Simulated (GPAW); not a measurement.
# Mo2NOS MXene monolayer in an electric field, part 2 of 2

Wanted: the out-of-plane polarisability of Mo2NOS MXene monolayer.

GPAW 26.7.0; GPAW, PAW setups; layer in a repeated cell with vacuum, relaxation of atoms and in-plane cell (the session's first sound run).

So far, dipole along the normal (e·Å): step 2 (relaxing the atoms) -0.0888; step 3 (the slab's potential) -0.0552; step 4 (In a field) -0.114; step 5 (field on) -0.0848.

**6. In a field**

Level of this step: GPAW, PAW setups; slab in vacuum (GPAW).

Input file run.py:

```python
import json
import numpy as np
from ase import Atoms
from gpaw import GPAW, PW
from gpaw.external import ConstantElectricField

slab = Atoms(
    ['S', 'Mo', 'N', 'Mo', 'O'],
    positions=[
        [-0.00000, 1.69701, 7.00000],
        [1.46966, 0.84851, 8.66128],
        [-0.00000, -0.00000, 10.13573],
        [-0.00000, 1.69701, 11.46004],
        [1.46966, 0.84851, 12.61845]],
    cell=[[2.93931, -0.0, 0.0], [-1.46966, 2.54552, 0.0], [0.0, 0.0, 19.6184]],
    pbc=[True, True, False])

slab.calc = GPAW(mode=PW(500), xc='PBE', kpts={'size': (12, 12, 1), 'gamma': True},
                 occupations={'name': 'fermi-dirac', 'width': 0.05}, nbands='160%',
                 convergence={'density': 1e-05}, maxiter=200,
                 poissonsolver={'dipolelayer': 'xy'},
                 external=ConstantElectricField(-0.05, [0, 0, 1]),
                 symmetry={'tolerance': 1e-3}, txt='slab.txt')
result = {}
energy = slab.get_potential_energy()
fermi = slab.calc.get_fermi_level()
v = slab.calc.get_electrostatic_potential().mean((0, 1)) - fermi
n = slab.calc.get_pseudo_density().mean((0, 1))
L = slab.cell[2, 2]
z = np.arange(len(v)) * L / len(v)
low, high = slab.positions[:, 2].min(), slab.positions[:, 2].max()
below, above = np.interp([low - 4.8, high + 4.8], z, v)
slopes = [np.interp(x, z, np.gradient(v, z)) for x in (low - 4.8, high + 4.8)]
eps = np.array([[slab.calc.get_eigenvalues(k, s) for k in range(len(slab.calc.get_ibz_k_points()))]
                for s in range(slab.calc.get_number_of_spins())]) - fermi
top, bottom = eps[eps < 0].max(), eps[eps > 0].min()
dipole = slab.get_dipole_moment()[2]
print(f'energy {energy:.4f} eV, Fermi level {fermi:.4f} eV, dipole {dipole:.5f} e A')
print(f'potential 4.8 A off the faces, from the Fermi level: lower {below:.4f} eV, upper {above:.4f} eV')
print(f'slope of the potential there: lower {slopes[0]:.5f}, upper {slopes[1]:.5f} eV/A')
print(f'nearest levels on the mesh: {top:.4f} and {bottom:.4f} eV')
print('magnetic moment', round(slab.get_magnetic_moment(), 3))
result.update(energy=energy, fermi=fermi, dipole=dipole, below=below, above=above, slopes=slopes, edges=[top, bottom],
              z=z.tolist(), v=v.tolist(), n=n.tolist(), positions=slab.positions.tolist(),
              forces=slab.get_forces(apply_constraint=False).tolist(), moments=slab.get_magnetic_moments().tolist())
json.dump(result, open('result.json', 'w'))
```

The run is started by

```
> OMP_NUM_THREADS=1 OPENBLAS_NUM_THREADS=1 python run.py
```

What it wrote:

```text
energy -42.6306 eV, Fermi level 1.2220 eV, dipole -0.06994 e A
potential 4.8 A off the faces, from the Fermi level: lower 4.8832 eV, upper 6.5748 eV
slope of the potential there: lower -0.00068, upper 0.00056 eV/A
nearest levels on the mesh: -0.0030 and 0.0757 eV
magnetic moment 0.0
```

Elapsed: 1.8 min, on 1 thread of AMD EPYC 9R14 (Zen 4), shared host; peak memory 0.47 GiB.

**7. Field on**

run.py: that of step 6 with these lines changed.

```diff
@@ -21,3 +21,3 @@
                  poissonsolver={'dipolelayer': 'xy'},
-                 external=ConstantElectricField(-0.05, [0, 0, 1]),
+                 external=ConstantElectricField(0.05, [0, 0, 1]),
                  symmetry={'tolerance': 1e-3}, txt='slab.txt')
```

What it wrote:

```text
energy -42.6251 eV, Fermi level 1.2058 eV, dipole -0.04017 e A
potential 4.8 A off the faces, from the Fermi level: lower 5.2697 eV, upper 6.2413 eV
slope of the potential there: lower -0.00070, upper 0.00056 eV/A
nearest levels on the mesh: -0.0035 and 0.0759 eV
magnetic moment 0.0
```

Wall time 1.8 min (1 thread); peak memory 0.47 GiB.

The electrostatic potential energy of an electron (without an applied field's), less the Fermi level, planar mean oscillates, so the rows of the table below give means over windows of 1 Å about each position, cut where the curve ends. Its maxima inside the range that stand out by 2 % of the span (Å: eV): 7.8: -6.05, 9.6: -5.29, 10.6: -7.73, 12.2: -9.71. Its minima: 7.0: -23.1, 8.7: -27.3, 10.2: -14.0, 11.5: -28.1, 12.5: -12.1.

Table of electrostatic potential energy of an electron (without an applied field's), less the Fermi level, planar mean by z; means over each step:

| z (Å) | electrostatic potential energy of an electron (without an applied field's), less the Fermi level, planar mean (eV) |
| --- | --- |
| 0 | 5.45 |
| 1 | 5.27 |
| 2 | 5.27 |
| 3 | 5.27 |
| 4 | 5.26 |
| 5 | 5.10 |
| 6 | 1.52 |
| 7 | -16.2 |
| 8 | -12.1 |
| 9 | -18.4 |
| 10 | -9.51 |
| 11 | -17.0 |
| 12 | -16.3 |
| 13 | -2.38 |
| 14 | 5.98 |
| 15 | 6.23 |
| 16 | 6.24 |
| 17 | 6.24 |
| 18 | 6.24 |
| 19 | 6.20 |

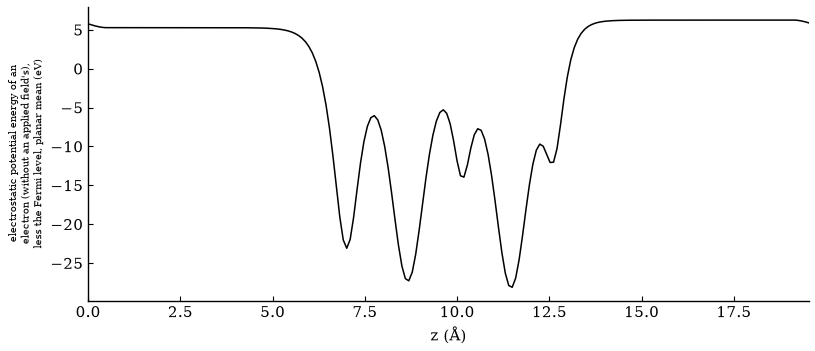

Electrostatic potential energy of an electron (without an applied field's), less the Fermi level, planar mean against z.

**8. Field on**

run.py: that of step 7 with these lines changed.

```diff
@@ -21,3 +21,3 @@
                  poissonsolver={'dipolelayer': 'xy'},
-                 external=ConstantElectricField(0.05, [0, 0, 1]),
+                 external=ConstantElectricField(0.1, [0, 0, 1]),
                  symmetry={'tolerance': 1e-3}, txt='slab.txt')
```

What it wrote:

```text
energy -42.6235 eV, Fermi level 1.1976 eV, dipole -0.02530 e A
potential 4.8 A off the faces, from the Fermi level: lower 5.4630 eV, upper 6.0750 eV
slope of the potential there: lower -0.00070, upper 0.00056 eV/A
nearest levels on the mesh: -0.0037 and 0.0760 eV
magnetic moment 0.0
```

Elapsed: 1.8 min, on 1 thread; peak memory 0.47 GiB.

The electrostatic potential energy of an electron (without an applied field's), less the Fermi level, planar mean oscillates, so the rows of the table below give means over windows of 2 Å about each position, cut where the curve ends. Its maxima inside the range that stand out by 2 % of the span (Å: eV): 7.8: -5.95, 9.6: -5.28, 10.6: -7.77, 12.2: -9.83. Its minima: 7.0: -23.0, 8.7: -27.2, 10.2: -14.0, 11.5: -28.2, 12.5: -12.2.

Electrostatic potential energy of an electron (without an applied field's), less the Fermi level, planar mean against z; means over each step:

```csv
z (Å),"electrostatic potential energy of an electron (without an applied field's), less the Fermi level, planar mean (eV)"
0,5.52
2,5.46
4,5.44
6,-1.74
8,-16.4
10,-10.3
12,-16.2
14,5.17
16,6.07
18,6.08
```

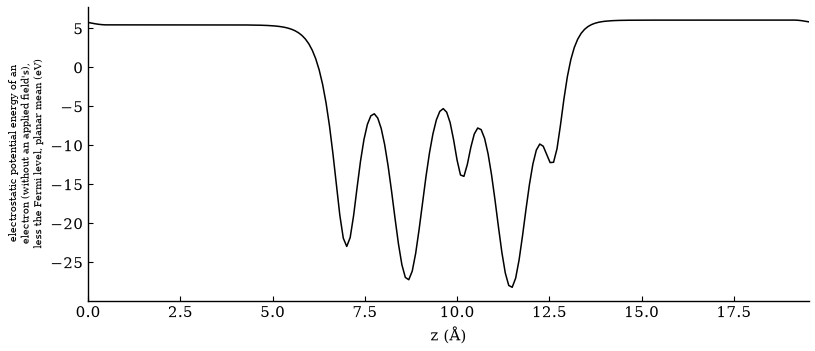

Electrostatic potential energy of an electron (without an applied field's), less the Fermi level, planar mean, plotted against z.

The dipole is now -0.0253 e Å, against -0.055 in the run without a field.

**9. In a field**

run.py: that of step 8 with these lines changed.

```diff
@@ -21,3 +21,3 @@
                  poissonsolver={'dipolelayer': 'xy'},
-                 external=ConstantElectricField(0.1, [0, 0, 1]),
+                 external=ConstantElectricField(0.2, [0, 0, 1]),
                  symmetry={'tolerance': 1e-3}, txt='slab.txt')
```

What it wrote:

```text
energy -42.6224 eV, Fermi level 1.1807 eV, dipole 0.00448 e A
potential 4.8 A off the faces, from the Fermi level: lower 5.8509 eV, upper 5.7426 eV
slope of the potential there: lower -0.00073, upper 0.00057 eV/A
nearest levels on the mesh: -0.0041 and 0.0762 eV
magnetic moment 0.0
```

The job ended after 1.9 min (1 thread; peak memory 0.47 GiB).

The electrostatic potential energy of an electron (without an applied field's), less the Fermi level, planar mean oscillates, so the rows of the table below give means over windows of 1 Å about each position, cut where the curve ends. Its maxima inside the range that stand out by 2 % of the span (Å: eV): 7.8: -5.74, 9.6: -5.27, 10.6: -7.84, 12.2: -10.1. Its minima: 7.0: -22.7, 8.7: -27.1, 10.2: -14.0, 11.5: -28.4, 12.5: -12.5.

The electrostatic potential energy of an electron (without an applied field's), less the Fermi level, planar mean by z; means over each step:

```csv
z (Å),"electrostatic potential energy of an electron (without an applied field's), less the Fermi level, planar mean (eV)"
0,5.83
1,5.85
2,5.85
3,5.85
4,5.84
5,5.67
6,2.05
7,-15.7
8,-11.8
9,-18.3
10,-9.54
11,-17.2
12,-16.6
13,-2.83
14,5.48
15,5.73
16,5.74
17,5.74
18,5.74
19,5.75
```

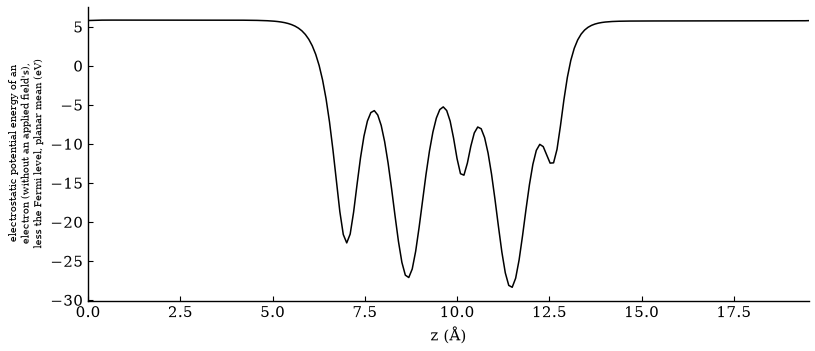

Electrostatic potential energy of an electron (without an applied field's), less the Fermi level, planar mean, plotted against z.

The dipole is now 0.00448 e Å, against -0.055 in the run without a field.

**10. Field on**

run.py: that of step 9 with these lines changed.

```diff
@@ -21,3 +21,3 @@
                  poissonsolver={'dipolelayer': 'xy'},
-                 external=ConstantElectricField(0.2, [0, 0, 1]),
+                 external=ConstantElectricField(0.3, [0, 0, 1]),
                  symmetry={'tolerance': 1e-3}, txt='slab.txt')
```

What it wrote:

```text
energy -42.6244 eV, Fermi level 1.1633 eV, dipole 0.03425 e A
potential 4.8 A off the faces, from the Fermi level: lower 6.2396 eV, upper 5.4114 eV
slope of the potential there: lower -0.00076, upper 0.00057 eV/A
nearest levels on the mesh: -0.0045 and 0.0764 eV
magnetic moment 0.0
```

The job ended after 1.8 min (1 thread; peak memory 0.47 GiB).

The electrostatic potential energy of an electron (without an applied field's), less the Fermi level, planar mean oscillates, so the rows of the table below give means over windows of 2 Å about each position, cut where the curve ends. Its maxima inside the range that stand out by 2 % of the span (Å: eV): 7.8: -5.54, 9.6: -5.25, 10.6: -7.92, 12.2: -10.3. Its minima: 7.0: -22.4, 8.7: -27.0, 10.2: -14.0, 11.5: -28.5, 12.5: -12.7.

Table of electrostatic potential energy of an electron (without an applied field's), less the Fermi level, planar mean by z; means over each step:

```
z (Å)  electrostatic potential energy of an electron (without an applied field's), less the Fermi level, planar mean (eV)
    0                                                                                                                6.16
    2                                                                                                                6.24
    4                                                                                                                6.22
    6                                                                                                               -1.05
    8                                                                                                               -16.0
   10                                                                                                               -10.3
   12                                                                                                               -16.6
   14                                                                                                                4.52
   16                                                                                                                5.41
   18                                                                                                                5.41
```

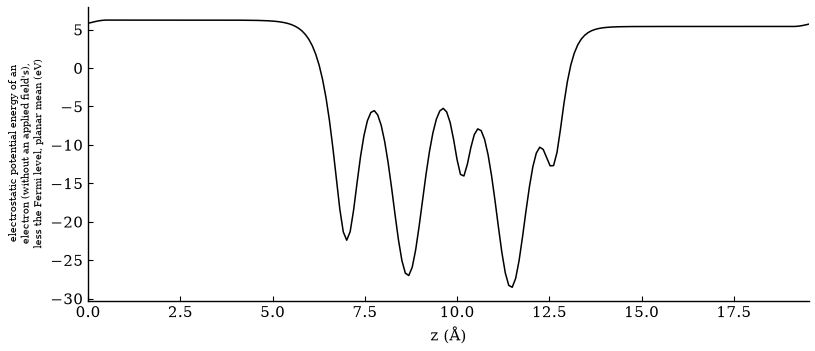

Electrostatic potential energy of an electron (without an applied field's), less the Fermi level, planar mean against z.

The dipole is now 0.0342 e Å, against -0.055 in the run without a field.

**11. The series**

The members are put on one axis.

This step: induced dipole against applied field (GPAW 26.7.0).

Dipole along the normal against field:

| field (V/Å) | dipole along the normal (e·Å) |
| --- | --- |
| -0.200 | -0.114 |
| -0.100 | -0.0848 |
| -0.050 | -0.0699 |
| 0.000 | -0.0552 |
| 0.050 | -0.0402 |
| 0.100 | -0.0253 |
| 0.200 | 0.00448 |
| 0.300 | 0.0342 |

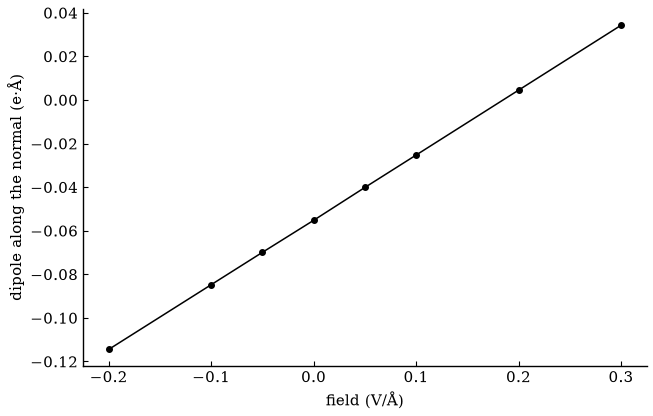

Dipole along the normal, plotted against field.

**12. A changed run**

One more run, with changed settings.

This step: GPAW, PAW setups; slab in vacuum (GPAW 26.7.0).

run.py: that of step 10 with these lines changed.

```diff
@@ -4,3 +4,2 @@
 from gpaw import GPAW, PW
-from gpaw.external import ConstantElectricField
 
@@ -19,5 +18,4 @@
                  occupations={'name': 'fermi-dirac', 'width': 0.05}, nbands='160%',
-                 convergence={'density': 1e-05}, maxiter=200,
+                 convergence={'density': 1e-05}, maxiter=3,
                  poissonsolver={'dipolelayer': 'xy'},
-                 external=ConstantElectricField(0.3, [0, 0, 1]),
                  symmetry={'tolerance': 1e-3}, txt='slab.txt')
```

What it wrote:

```text
gpaw.KohnShamConvergenceError
```

The job ended after 8.9 s (1 thread; peak memory 0.23 GiB).

No converged result was reached; the numbers in the log don't describe the system.

The fault put into the input: too few SCF iterations (maxiter = 3).

**13. Results**

```
work function, upper and lower face            : 6.408 and 5.076 eV
dipole along the normal                        : -0.0552 e Å
induced dipole per field                       : 0.298 e Å per V/Å
out-of-plane polarisability per area, α/(ε0 A) : 7.20 Å
```

**Reading.** The field induces 0.298 e Å per V/Å, a polarisable thickness α/(ε0 A) of 7.20 Å beside 5.62 Å between the outermost nuclei. A perfect conductor would give the distance between its two image planes; a dielectric of thickness t gives t(1 - 1/ε). The two faces differ by 1.3 eV, the step that the slab's dipole makes (e p/(ε0 A) gives 1.3 eV), so the dipole layer is needed. The induced dipole is linear in the field over this range. The relaxation of atoms and cell ran in a fully periodic cell without the dipole layer, so the atoms of this polar layer felt a small spurious field. The cell holds an odd number of electrons, so without spin polarisation it must come out metallic and without a moment, whatever its true state. The layer's cell and atoms come from the relaxation; spin-orbit coupling and temperature are left out.

[Logs are printed without paths, hosts, clocks, repeated set-up lines and the standing remarks that a program may print on its own settings, such as how far it seeks lower states.]

[Hosts, paths, dates, database ids (printed as entryN), source tags and the programs' standing remarks are cut or masked in the printed files.]
